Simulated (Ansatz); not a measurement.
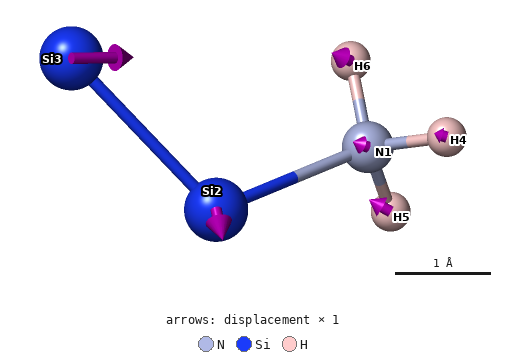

This is a relaxation of Si2NH3. The starting structure is drawn; purple arrows show the displacements, at their true length. The two geometries are superimposed by the best rigid fit.

Style: ball-and-stick. Shown at a tilt.

It is one of the separated reactants of a reaction.

All numbers below come from RKS PBE0-D4/def2-TZVP (Ansatz 0.2.0). Set-up: force threshold 0.005 eV/Å; at most 200 steps.

Question: What happened in the run?

Answer: The largest move after the best rigid fit is that of Si3, 0.80 Å. Largest moves by element: Si 0.80 Å, H 0.27 Å, N 0.18 Å. Near-neighbour distances that change, for instance: N1–Si2 2.052 → 2.125 Å, N1–H4 1.031 → 1.014 Å, N1–H6 1.028 → 1.032 Å, Si2–Si3 2.211 → 2.207 Å. Bond angles that change, for instance: N1–Si2–Si3 110.0° → 72.9°, Si2–N1–H6 112.6° → 121.2°, Si2–N1–H5 110.8° → 105.9°. Over 11 geometry steps the energy falls by 2.23 kcal/mol. The largest force component goes from 0.61 to 0.0049 eV/Å.
